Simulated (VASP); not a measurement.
Band structure of GeMoAs (space group C2/m). Calculation: PBEsol GGA, VASP's PBE PAW potentials (set 64) (plane waves; VASP).

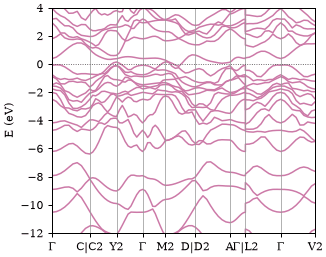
Figure. Bands along high-symmetry lines, zero at the valence-band maximum or, without a gap, the Fermi level

### Question
Read the plot: is there a gap, and where are the band edges?

### Answer
It has no gap at this level: it comes out as a metal or semimetal. (Edges off the drawn lines would not show.)

The structure comes from a computed database's GeMoAs entry (C2/m); how it stands against other phases isn't given here. It was relaxed first.
